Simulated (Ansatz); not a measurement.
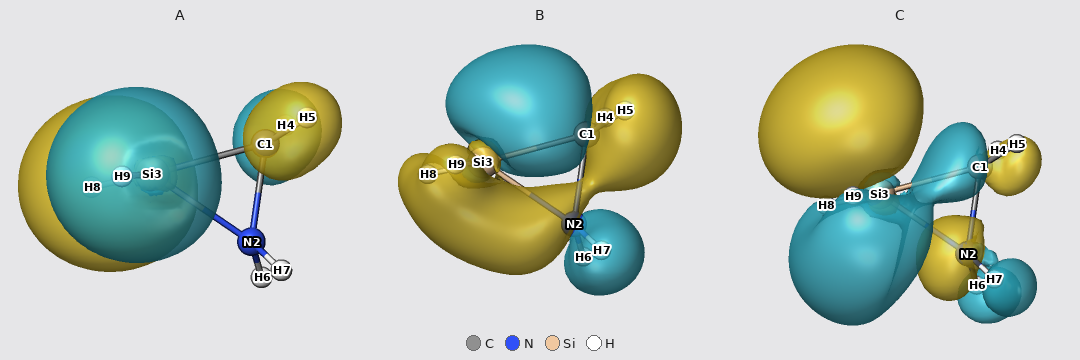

Figure 1: CH$_{6}$NSi (charge +1). Three frontier orbitals at ±0.08 Å⁻³ᐟ² (yellow and cyan are the two phases), in no order.

Geometry: PBE0-D4/def2-TZVP.

All numbers below come from RKS PBE0-D4/def2-TZVPP (Ansatz).

| atom | x (Å) | y (Å) | z (Å) |
| --- | --- | --- | --- |
| C | -0.6618 | 0.2850 | -0.6433 |
| N | 0.8013 | 0.3162 | -0.2251 |
| Si | -0.3168 | -0.6511 | 0.8878 |
| H | -0.8119 | -0.2277 | -1.5871 |
| H | -1.1248 | 1.2648 | -0.6041 |
| H | 1.4479 | -0.1460 | -0.8567 |
| H | 1.1603 | 1.2261 | 0.0470 |
| H | -0.0263 | -2.0869 | 0.7970 |
| H | -0.4679 | 0.0197 | 2.1844 |

Q: Which picture is the HOMO−1, the HOMO and the LUMO?

A: A is the HOMO−1 (−15.72 eV). By Hirshfeld shares it lies mainly on Si3 (about 40 %), H8 (about 25 %) and H9 (about 25 %). B is the HOMO (−14.33 eV). Its weight (Hirshfeld) is mainly on C1 (about 40 %), Si3 (about 30 %) and N2 (about 15 %). C is the LUMO (−6.02 eV). Its weight (Hirshfeld) is mainly on Si3 (about 60 %), N2 (about 10 %), C1 (about 10 %), H8 (about 5 %) and H9 (about 5 %).

Q: What is the HOMO–LUMO gap?

A: 8.31 eV between the orbital energies.
